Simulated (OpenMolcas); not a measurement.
**SiHCl2 (SMILES Cl[SiH]Cl): levels of theory compared**

Wanted: a comparison of 6 runs (UHF/STO-3G, UB3LYP/STO-3G, UM06-2X/STO-3G, UPBE/STO-3G, USVWN5/STO-3G, ROMP2/STO-3G) of SiHCl2. 

Program for the calculation: OpenMolcas 26.06.

3 further runs of the same task are left out: 1 for a known fault of the program, 2 set aside as unsound or not needed.

## (1) The structure to begin with

SiHCl2: 4 atoms, total charge 0, spin state doublet. As SMILES, `Cl[SiH]Cl`. The Si2–Cl3 distance was set to 2.559 Å, away from the relaxed value.

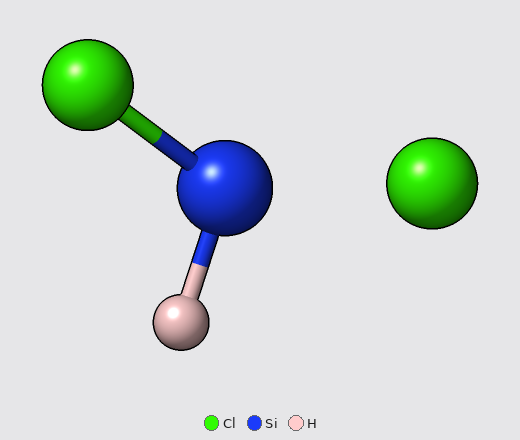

Viewed from a chosen angle; chlorine green, silicon blue, hydrogen pink.

## (2) The energy at UHF/STO-3G (run 1)

Contents of geom.xyz:

```xyz
4

Cl    -1.662423     0.144578     1.399775
Si     0.171777    -0.447422     0.710375
Cl     0.250900    -0.281300    -1.841700
H      1.192377     0.484478     1.262775
```

Contents of mol.input:

```
&GATEWAY
BasLib=$CurrDir
Coord=geom.xyz
Basis=STO-3G
Group=NoSym
&SEWARD
&SCF
UHF
Spin=2
Thresholds=1e-10 1e-07 1e-07 1e-05
PrOrbitals=1 1
```

The basis set STO-3G is read from a file made from the Basis Set Exchange's data (not shown).

Started as:

```
export MOLCAS_MEM=1860
pymolcas mol.input > mol.log
```

Standard output:

```text
--- Start Module: gateway ---
[...]
--- Stop Module: gateway /rc=_RC_ALL_IS_WELL_ ---
--- Start Module: seward ---
[...]
      Basis functions           28
--- Stop Module: seward /rc=_RC_ALL_IS_WELL_ ---
--- Start Module: scf ---
[...]
       Convergence after  17 Iterations
[...]
::    Total SCF energy                              -1195.3516738185
[...]
      Total spin, S                                     0.5155780308
[...]
      Total electronic charge=   49.000000
      Total            charge=   -0.000000
[...]
      Dipole Moment (debye):
      Origin of the operator (angstrom)=   -0.4382   -0.1699    0.0576
                   X=  2.1206E+00               Y= -1.1322E+00               Z=  3.6636E+00           Total=  4.3819E+00
      Quadrupole Moment (debye*angstrom):
[...]
--- Stop Module: scf /rc=_RC_ALL_IS_WELL_ ---
[...]
```

Run time: 1.6 s. Hardware: 1 thread of Arm Neoverse V2, shared host; peak memory 0.37 GiB.

## (3) The energy at UB3LYP/STO-3G (run 2)

geom.xyz is that of step 2.

Changes to mol.input since step 2:

```diff
@@ -6,2 +6,5 @@
 &SEWARD
+GridInput
+Grid=UltraFine
+End of Grid
 &SCF
@@ -9,2 +12,3 @@
 Spin=2
+KSDFT=B3LYP
 Thresholds=1e-10 1e-07 1e-07 1e-05
```

The basis set STO-3G is read from a file made from the Basis Set Exchange's data (not shown).

Started as:

```
export MOLCAS_MEM=1860
pymolcas mol.input > mol.log
```

Standard output:

```text
--- Start Module: gateway ---
[...]
--- Stop Module: gateway /rc=_RC_ALL_IS_WELL_ ---
--- Start Module: seward ---
[...]
      Basis functions           28
--- Stop Module: seward /rc=_RC_ALL_IS_WELL_ ---
--- Start Module: scf ---
[...]
       Convergence after  16 Iterations
[...]
::    Total KS-DFT energy                           -1197.1039986397
[...]
      Total spin, S                                     0.5020688821
[...]
      Total electronic charge=   49.000000
      Total            charge=   -0.000000
[...]
      Dipole Moment (debye):
      Origin of the operator (angstrom)=   -0.4382   -0.1699    0.0576
                   X=  1.6308E+00               Y= -7.1712E-01               Z=  3.1904E+00           Total=  3.6541E+00
      Quadrupole Moment (debye*angstrom):
[...]
--- Stop Module: scf /rc=_RC_ALL_IS_WELL_ ---
[...]
```

Wall time 6 s (1 thread of Arm Neoverse V2, shared host); peak memory 0.37 GiB.

## (4) The energy at UM06-2X/STO-3G (run 3)

geom.xyz is that of step 3.

Contents of mol.inp:

```
* Cl2HSi Kohn-Sham DFT
>>> EXPORT MOLCAS_PRINT=2
&GATEWAY
BasLib=$CurrDir
Coord=geom.xyz
Basis=STO-3G
Group=NoSym
&SEWARD
GridInput
Grid=UltraFine
End of Grid
&SCF
UHF
Spin=2
KSDFT=M062X
Thresholds=1e-10 1e-07 1e-07 1e-05
PrOrbitals=1 1
```

The basis set STO-3G is read from a file made from the Basis Set Exchange's data (not shown).

Started as:

```
export MOLCAS_MEM=1860
pymolcas mol.inp > mol.log
```

Standard output:

```text
--- Start Module: gateway ---
[...]
--- Stop Module: gateway /rc=_RC_ALL_IS_WELL_ ---
--- Start Module: seward ---
[...]
      Basis functions           28
--- Stop Module: seward /rc=_RC_ALL_IS_WELL_ ---
--- Start Module: scf ---
[...]
       Convergence after  16 Iterations
[...]
::    Total KS-DFT energy                           -1197.1558901197
[...]
      Total spin, S                                     0.5022838900
[...]
      Total electronic charge=   49.000000
      Total            charge=   -0.000000
[...]
      Dipole Moment (debye):
      Origin of the operator (angstrom)=   -0.4382   -0.1699    0.0576
                   X=  1.8293E+00               Y= -9.1594E-01               Z=  3.4173E+00           Total=  3.9828E+00
      Quadrupole Moment (debye*angstrom):
[...]
--- Stop Module: scf /rc=_RC_ALL_IS_WELL_ ---
[...]
```

It took 7.2 s on 1 thread of Arm Neoverse V2, shared host; peak memory 0.37 GiB.

Runs 4 to 5 aren't shown in full; the table further down has their settings and results.

## (5) A single-point energy at ROMP2/STO-3G (run 6)

geom.xyz is that of step 4.

Contents of mol.input:

```
&gateway
  baslib=$CurrDir
  coord=geom.xyz
  basis=STO-3G
  group=NoSym

&seward

&scf
  uhf
  spin=2
  thresholds=1e-10 1e-07 1e-07 1e-05
  prorbitals=1 1

&rasscf
  fileorb=$Project.UnaOrb
  spin=2
  nactel=1 0 0
  inactive=24
  ras2=1
  outorbitals=Canonical
  orblisting=Nothing

&caspt2
  ipea=0.0
  frozen=15
```

The basis set STO-3G is read from a file made from the Basis Set Exchange's data (not shown).

Started as:

```
export MOLCAS_MEM=1860
pymolcas mol.input > mol.log
```

Standard output:

```text
--- Start Module: gateway ---
[...]
--- Stop Module: gateway /rc=_RC_ALL_IS_WELL_ ---
[...]
      Basis functions           28
[...]
       Convergence after  17 Iterations
[...]
::    Total SCF energy                              -1195.3516738185
[...]
      Total spin, S                                     0.5155780308
[...]
--- Start Module: rasscf ---
[...]
      Number of active orbitals                  1
[...]
      Spin quantum number                      0.5
[...]
      Active orbitals                            1
[...]
      Number of CSFs                             1
[...]
      Number of root(s) required                 1
[...]
      Convergence after 13 iterations
[...]
      printout of CI-coefficients larger than  0.05 for root  1
      energy=   -1195.349874
      conf/sym  1     Coeff  Weight
             1  u   1.00000 1.00000
      Natural orbitals and occupation numbers for root  1
      sym 1:   1.000000
      ************************************************************************************************************************
      *                                                    Final results                                                     *
[...]
::    RASSCF root number  1 Total energy:  -1195.34987446
[...]
      Total electronic charge=   49.000000
      Total            charge=   -0.000000
[...]
      Dipole Moment (debye):
      Origin of the operator (angstrom)=   -0.4382   -0.1699    0.0576
                   X=  2.0999E+00               Y= -1.1841E+00               Z=  3.9047E+00           Total=  4.5889E+00
      Quadrupole Moment (debye*angstrom):
[...]
--- Stop Module: rasscf /rc=_RC_ALL_IS_WELL_ ---
--- Start Module: caspt2 ---
[...]
 ###    WARNING: User changed nr of frozen orbitals.                         ###
 ###############################################################################
[...]
      E2 (Variational):          -0.0446782679
      Total energy:           -1195.3945527314
[...]
      Reference weight:           0.96641
[...]
::    CASPT2 Root  1     Total energy:  -1195.39455273
[...]
--- Stop Module: caspt2 /rc=_RC_ALL_IS_WELL_ ---
[...]
```

Run time: 2.3 s. Hardware: 1 thread of Arm Neoverse V2, shared host; peak memory 0.37 GiB.

## (6) Overview of the runs

```csv
run,level,integration grid,frozen core orbitals,energy (Eh),dipole moment (D),HOMO energy (eV),LUMO energy (eV),wall time
1,UHF/STO-3G,–,–,-1195.351674,4.38,-8.66,2.06,1.6 s
2,UB3LYP/STO-3G,UltraFine,–,-1197.103999,3.65,-5.12,-2.31,6 s
3,UM06-2X/STO-3G,UltraFine,–,-1197.155890,3.98,-6.52,-1.05,7.2 s
4,UPBE/STO-3G,UltraFine,–,-1196.545336,3.46,-4.00,-2.82,5.1 s
5,USVWN5/STO-3G,UltraFine,–,-1192.863160,3.47,-3.86,-2.91,4.2 s
6,ROMP2/STO-3G,–,15,-1195.394553,–,–,–,2.3 s
```

## (7) Outcome

| quantity | value |
| --- | --- |
| run 6: total energy | -1195.39455 Eh |

In words: Over runs 1, 2, 3, 4, 5 the dipole moment (its size) runs from 3.46 D (UPBE/STO-3G) to 4.38 D (UHF/STO-3G). Totals of different functionals can't be ranked against each other. In runs 1, 2, 3, 4, 5, 6 the basis is minimal, so the values are rough. All runs together took 27 s, the longest 7.2 s.
